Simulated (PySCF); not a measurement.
## Run report: ZnO, geometry relaxation (part 1 of 2)

The run: geometry relaxation of ZnO. Method and program: RKS-pbe0/6-31g, optimize (PySCF 2.14.0).

Figures and captions count atoms from 1; the log counts them from 0 in places.

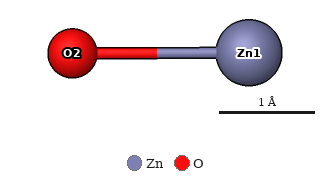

Figure 1. The input geometry (ball-and-stick view, seen on its broad side; atoms are numbered from 1 in the order of the input). Sticks mark near contacts.

Input file:
```python
from pyscf import gto, dft
from pyscf.geomopt.geometric_solver import optimize

mol = gto.M(
    atom='Zn 0 0 0; O 0 0 1.865',
    basis='6-31g',
    charge=0,
    spin=0,
    verbose=4,
)
mf = dft.RKS(mol, xc='pbe0')
mf.kernel()
g = mf.nuc_grad_method()
g.grid_response = True
mol_eq = optimize(g.as_scanner(), maxsteps=30)
print('optimised geometry (angstrom)')
print(mol_eq.tostring('raw'))
print('orbital energies (hartree):', mf.mo_energy[..., max(0, mol.nelec[1]-3):mol.nelec[0]+3].round(4))
```

Machine: 1 CPU thread, shared host.

Launched with:
```bash
OMP_NUM_THREADS=1 python input.py
```

The program's output:
```
PySCF version 2.14.0

[INPUT] verbose = 4
[INPUT] num. atoms = 2
[INPUT] num. electrons = 38
[INPUT] charge = 0
[INPUT] spin (= nelec alpha-beta = 2S) = 0
[INPUT] symmetry False subgroup None
[INPUT] Mole.unit = angstrom
[INPUT] Symbol           X                Y                Z      unit          X                Y                Z       unit  Magmom
[INPUT]  1 Zn     0.000000000000   0.000000000000   0.000000000000 AA    0.000000000000   0.000000000000   0.000000000000 Bohr   0.0
[INPUT]  2 O      0.000000000000   0.000000000000   1.865000000000 AA    0.000000000000   0.000000000000   3.524339222314 Bohr   0.0

nuclear repulsion = 68.0978716465416
number of shells = 16
number of NR pGTOs = 112
number of NR cGTOs = 36
basis = 6-31g
ecp = {}

******** <class 'pyscf.dft.rks.RKS'> ********
method = RKS
initial guess = minao
damping factor = 0
level_shift factor = 0
DIIS = <class 'pyscf.scf.diis.CDIIS'>
diis_start_cycle = 1
diis_space = 8
diis_damp = 0
SCF conv_tol = 1e-09
SCF conv_tol_grad = None
SCF max_cycles = 50
direct_scf = True
direct_scf_tol = 1e-13
XC library pyscf.dft.libxc version 7.0.0
    S. Lehtola, C. Steigemann, M. J.T. Oliveira, and M. A.L. Marques.,  SoftwareX 7, 1–5 (2018)
XC functionals = pbe0
    C. Adamo and V. Barone.,  J. Chem. Phys. 110, 6158 (1999)
    M. Ernzerhof and G. E. Scuseria.,  J. Chem. Phys. 110, 5029 (1999)
radial grids:
    Treutler-Ahlrichs [JCP 102, 346 (1995); DOI:10.1063/1.469408] (M4) radial grids

becke partition: Becke, JCP 88, 2547 (1988); DOI:10.1063/1.454033
pruning grids: <function nwchem_prune>
grids dens level: 3
symmetrized grids: False
atomic radii adjust function: <function treutler_atomic_radii_adjust>
small_rho_cutoff = 0
Set gradient conv threshold to 3.16228e-05
Initial guess from minao.
tot grids = 34728
init E= -1853.38415250187
  HOMO = -0.377941919603356  LUMO = -0.184656391557255  gap/eV = 5.25957
cycle= 1 E= -1853.38980406288  delta_E= -0.00565  |g|= 1.16  |ddm|= 1.54
  HOMO = -0.0650107428896202  LUMO = 0.0333103897436233  gap/eV = 2.67545
cycle= 2 E= -1846.84097484147  delta_E= 6.55  |g|= 3.02  |ddm|= 3.26
  HOMO = -0.296044492295249  LUMO = -0.158398365373652  gap/eV = 3.74554
cycle= 3 E= -1853.65432562694  delta_E= -6.81  |g|= 0.655  |ddm|= 3.14
  HOMO = -0.232671833354069  LUMO = -0.160925839407508  gap/eV = 1.95231
cycle= 4 E= -1853.81124978261  delta_E= -0.157  |g|= 0.0978  |ddm|= 0.668
  HOMO = -0.249190563546048  LUMO = -0.147810733709366  gap/eV = 2.75869
cycle= 5 E= -1853.81031310259  delta_E= 0.000937  |g|= 0.104  |ddm|= 0.105
  HOMO = -0.249282597476438  LUMO = -0.148611717447724  gap/eV = 2.73939
cycle= 6 E= -1853.81158043242  delta_E= -0.00127  |g|= 0.0838  |ddm|= 0.0374
  HOMO = -0.247811825730126  LUMO = -0.147641386126939  gap/eV = 2.72578
cycle= 7 E= -1853.81207554993  delta_E= -0.000495  |g|= 0.0723  |ddm|= 0.0186
  HOMO = -0.24718128308613  LUMO = -0.147553895174936  gap/eV = 2.71100
cycle= 8 E= -1853.81244042012  delta_E= -0.000365  |g|= 0.0622  |ddm|= 0.0102
  HOMO = -0.244929736820557  LUMO = -0.146968942068124  gap/eV = 2.66565
cycle= 9 E= -1853.81308855329  delta_E= -0.000648  |g|= 0.0393  |ddm|= 0.017
  HOMO = -0.240732207193925  LUMO = -0.147192566933537  gap/eV = 2.54534
cycle= 10 E= -1853.81353717282  delta_E= -0.000449  |g|= 0.00189  |ddm|= 0.0308
  HOMO = -0.240987240824751  LUMO = -0.147353243440863  gap/eV = 2.54791
cycle= 11 E= -1853.81353806037  delta_E= -8.88e-07  |g|= 0.000176  |ddm|= 0.00147
  HOMO = -0.240963574813186  LUMO = -0.147345305895069  gap/eV = 2.54748
cycle= 12 E= -1853.8135380694  delta_E= -9.03e-09  |g|= 7.02e-06  |ddm|= 0.000144
  HOMO = -0.2409632551179  LUMO = -0.14734519676323  gap/eV = 2.54748
cycle= 13 E= -1853.81353806941  delta_E= -1.23e-11  |g|= 5.19e-07  |ddm|= 7.18e-06
  HOMO = -0.240963018316503  LUMO = -0.147345108413234  gap/eV = 2.54747
Extra cycle  E= -1853.81353806941  delta_E= -1.82e-12  |g|= 2.02e-06  |ddm|= 1.82e-06
converged SCF energy = -1853.81353806941
Create scanner for <class 'pyscf.grad.rks.Gradients'>
Create scanner for <class 'pyscf.dft.rks.RKS'>
input.py

Current date and time:

#|     Arguments passed to driver run_optimizer():      |#
customengine              <pyscf.geomopt.geometric_solver.PySCFEngine object>
logIni                    [file]
maxiter                   30
----------------------------------------------------------
Custom engine selected.
Bonds will be generated from interatomic distances less than 1.20 times sum of covalent radii
6 internal coordinates being used (instead of 6 Cartesians)
Internal coordinate system (atoms numbered from 1):
Distance 1-2
Translation-X 1-2
Translation-Y 1-2
Translation-Z 1-2
Rotation-A 1-2
Rotation-B 1-2
Rotation-C 1-2
<class 'geometric.internal.Distance'> : 1
<class 'geometric.internal.TranslationX'> : 1
<class 'geometric.internal.TranslationY'> : 1
<class 'geometric.internal.TranslationZ'> : 1
<class 'geometric.internal.RotationA'> : 1
<class 'geometric.internal.RotationB'> : 1
<class 'geometric.internal.RotationC'> : 1
> ===== Optimization Info: ====
> Job type: Energy minimization
> Maximum number of optimization cycles: 30
> Initial / maximum trust radius (Angstrom): 0.100 / 0.300
> Convergence Criteria:
> Will converge when all 5 criteria are reached:
>  |Delta-E| < 1.00e-06
>  RMS-Grad  < 3.00e-04
>  Max-Grad  < 4.50e-04
>  RMS-Disp  < 1.20e-03
>  Max-Disp  < 1.80e-03
> === End Optimization Info ===

Geometry optimization cycle 1
Cartesian coordinates (Angstrom)
 Atom        New coordinates             dX        dY        dZ
  Zn   0.000000   0.000000   0.000000    0.000000  0.000000  0.000000
   O   0.000000   0.000000   1.865000    0.000000  0.000000 -0.000000

WARN: Mole.unit (angstrom) is changed to Bohr

New geometry
   1 Zn     0.000000000000   0.000000000000   0.000000000000 AA    0.000000000000   0.000000000000   0.000000000000 Bohr
   2 O      0.000000000000   0.000000000000   1.865000000000 AA    0.000000000000   0.000000000000   3.524339222314 Bohr

******** <class 'pyscf.scf.hf.RKS_Scanner'> ********
method = RKS_Scanner
initial guess = minao
damping factor = 0
level_shift factor = 0
DIIS = <class 'pyscf.scf.diis.CDIIS'>
diis_start_cycle = 1
diis_space = 8
diis_damp = 0
SCF conv_tol = 1e-09
SCF conv_tol_grad = None
SCF max_cycles = 50
direct_scf = True
direct_scf_tol = 1e-13
XC library pyscf.dft.libxc version 7.0.0
    S. Lehtola, C. Steigemann, M. J.T. Oliveira, and M. A.L. Marques.,  SoftwareX 7, 1–5 (2018)
XC functionals = pbe0
    C. Adamo and V. Barone.,  J. Chem. Phys. 110, 6158 (1999)
    M. Ernzerhof and G. E. Scuseria.,  J. Chem. Phys. 110, 5029 (1999)
radial grids:
    Treutler-Ahlrichs [JCP 102, 346 (1995); DOI:10.1063/1.469408] (M4) radial grids

becke partition: Becke, JCP 88, 2547 (1988); DOI:10.1063/1.454033
pruning grids: <function nwchem_prune>
grids dens level: 3
symmetrized grids: False
atomic radii adjust function: <function treutler_atomic_radii_adjust>
small_rho_cutoff = 0
Set gradient conv threshold to 3.16228e-05
tot grids = 34728
init E= -1853.81353806941
  HOMO = -0.240963977726161  LUMO = -0.147345391141499  gap/eV = 2.54749
cycle= 1 E= -1853.81353806939  delta_E= 2.27e-11  |g|= 8.89e-06  |ddm|= 7.65e-06
  HOMO = -0.24095974508834  LUMO = -0.147344151555372  gap/eV = 2.54741
Extra cycle  E= -1853.81353806901  delta_E= 3.84e-10  |g|= 3.93e-05  |ddm|= 3.4e-05
converged SCF energy = -1853.81353806901

******** <class 'pyscf.grad.rhf.Gradients_Scanner'> for <class 'pyscf.scf.hf.RKS_Scanner'> ********
unit = Eh/Bohr
grid_response = True
--------------- RKS_Scanner gradients ---------------
         x                y                z
0 Zn     0.0000000000    -0.0000000000    -0.0585970268
1 O    -0.0000000000     0.0000000000     0.0585970268
----------------------------------------------
cycle 1: E = -1853.81353807  dE = -1853.81  norm(grad) = 0.0828687
Step    0 : Gradient = 5.860e-02/5.860e-02 (rms/max) Energy = -1853.8135380690
Hessian Eigenvalues: 5.00000e-02 5.00000e-02 5.00000e-02 ... 5.00000e-02 5.00000e-02 2.15991e-01

Geometry optimization cycle 2
Cartesian coordinates (Angstrom)
 Atom        New coordinates             dX        dY        dZ
  Zn  -0.000000   0.000000   0.071781   -0.000000  0.000000  0.071781
   O   0.000000  -0.000000   1.793219    0.000000 -0.000000 -0.071781
New geometry
   1 Zn    -0.000000000000   0.000000000000   0.071781179175 AA   -0.000000000000   0.000000000000   0.135646769539 Bohr
   2 O      0.000000000000  -0.000000000000   1.793218820825 AA    0.000000000000  -0.000000000000   3.388692452775 Bohr

******** <class 'pyscf.scf.hf.RKS_Scanner'> ********
method = RKS_Scanner
initial guess = minao
damping factor = 0
level_shift factor = 0
DIIS = <class 'pyscf.scf.diis.CDIIS'>
diis_start_cycle = 1
diis_space = 8
diis_damp = 0
SCF conv_tol = 1e-09
SCF conv_tol_grad = None
SCF max_cycles = 50
direct_scf = True
direct_scf_tol = 1e-13
XC library pyscf.dft.libxc version 7.0.0
    S. Lehtola, C. Steigemann, M. J.T. Oliveira, and M. A.L. Marques.,  SoftwareX 7, 1–5 (2018)
XC functionals = pbe0
    C. Adamo and V. Barone.,  J. Chem. Phys. 110, 6158 (1999)
    M. Ernzerhof and G. E. Scuseria.,  J. Chem. Phys. 110, 5029 (1999)
radial grids:
    Treutler-Ahlrichs [JCP 102, 346 (1995); DOI:10.1063/1.469408] (M4) radial grids

becke partition: Becke, JCP 88, 2547 (1988); DOI:10.1063/1.454033
pruning grids: <function nwchem_prune>
grids dens level: 3
symmetrized grids: False
atomic radii adjust function: <function treutler_atomic_radii_adjust>
small_rho_cutoff = 0
Set gradient conv threshold to 3.16228e-05
tot grids = 34728
init E= -1853.86651054075
  HOMO = -0.233272416959444  LUMO = -0.125250013790367  gap/eV = 2.93944
cycle= 1 E= -1853.82363501153  delta_E= 0.0429  |g|= 0.0608  |ddm|= 0.166
  HOMO = -0.24197988399833  LUMO = -0.143503340696925  gap/eV = 2.67968
cycle= 2 E= -1853.82025027079  delta_E= 0.00338  |g|= 0.142  |ddm|= 0.145
  HOMO = -0.255907873877292  LUMO = -0.146262780073252  gap/eV = 2.98359
cycle= 3 E= -1853.82340364648  delta_E= -0.00315  |g|= 0.0637  |ddm|= 0.128
  HOMO = -0.249408876318331  LUMO = -0.144041022157069  gap/eV = 2.86721
cycle= 4 E= -1853.82439180186  delta_E= -0.000988  |g|= 0.00426  |ddm|= 0.0422
  HOMO = -0.248377839554426  LUMO = -0.143597473545001  gap/eV = 2.85122
cycle= 5 E= -1853.82439619985  delta_E= -4.4e-06  |g|= 0.001  |ddm|= 0.0044
  HOMO = -0.248206384573981  LUMO = -0.14363954224816  gap/eV = 2.84541
cycle= 6 E= -1853.82439669643  delta_E= -4.97e-07  |g|= 0.000354  |ddm|= 0.00208
  HOMO = -0.248259059395361  LUMO = -0.14366541004853  gap/eV = 2.84614
cycle= 7 E= -1853.82439673583  delta_E= -3.94e-08  |g|= 0.000106  |ddm|= 0.000505
  HOMO = -0.248249099343107  LUMO = -0.143669701175047  gap/eV = 2.84575
cycle= 8 E= -1853.82439673935  delta_E= -3.52e-09  |g|= 8.42e-06  |ddm|= 8.98e-05
  HOMO = -0.248248287746347  LUMO = -0.143669059157426  gap/eV = 2.84575
cycle= 9 E= -1853.82439673936  delta_E= -1.14e-11  |g|= 1.22e-06  |ddm|= 1.16e-05
  HOMO = -0.248247672398097  LUMO = -0.14366885655713  gap/eV = 2.84573
Extra cycle  E= -1853.82439673936  delta_E= 5.46e-12  |g|= 5.09e-06  |ddm|= 4.47e-06
converged SCF energy = -1853.82439673936

******** <class 'pyscf.grad.rhf.Gradients_Scanner'> for <class 'pyscf.scf.hf.RKS_Scanner'> ********
unit = Eh/Bohr
grid_response = True
--------------- RKS_Scanner gradients ---------------
         x                y                z
0 Zn    -0.0000000000    -0.0000000000    -0.0145220319
1 O     0.0000000000     0.0000000000     0.0145220319
----------------------------------------------
cycle 2: E = -1853.82439674  dE = -0.0108587  norm(grad) = 0.0205373
Step    1 : Displace = 7.178e-02/7.178e-02 (rms/max) Trust = 1.000e-01 (=) Grad = 1.452e-02/1.452e-02 (rms/max) E (change) = -1853.8243967394 (-1.086e-02) Quality = 1.366
Hessian Eigenvalues: 5.00000e-02 5.00000e-02 5.00000e-02 ... 5.00000e-02 5.00000e-02 1.62462e-01

Geometry optimization cycle 3
Cartesian coordinates (Angstrom)
 Atom        New coordinates             dX        dY        dZ
  Zn  -0.000000   0.000000   0.095432    0.000000  0.000000  0.023651
   O   0.000000  -0.000000   1.769568   -0.000000 -0.000000 -0.023651
New geometry
   1 Zn    -0.000000000000   0.000000000000   0.095431972028 AA   -0.000000000000   0.000000000000   0.180340290661 Bohr
   2 O      0.000000000000  -0.000000000000   1.769568027971 AA    0.000000000000  -0.000000000000   3.343998931652 Bohr

******** <class 'pyscf.scf.hf.RKS_Scanner'> ********
method = RKS_Scanner
initial guess = minao
damping factor = 0
level_shift factor = 0
DIIS = <class 'pyscf.scf.diis.CDIIS'>
diis_start_cycle = 1
diis_space = 8
diis_damp = 0
SCF conv_tol = 1e-09
SCF conv_tol_grad = None
SCF max_cycles = 50
direct_scf = True
direct_scf_tol = 1e-13
XC library pyscf.dft.libxc version 7.0.0
    S. Lehtola, C. Steigemann, M. J.T. Oliveira, and M. A.L. Marques.,  SoftwareX 7, 1–5 (2018)
XC functionals = pbe0
    C. Adamo and V. Barone.,  J. Chem. Phys. 110, 6158 (1999)
    M. Ernzerhof and G. E. Scuseria.,  J. Chem. Phys. 110, 5029 (1999)
radial grids:
    Treutler-Ahlrichs [JCP 102, 346 (1995); DOI:10.1063/1.469408] (M4) radial grids
```
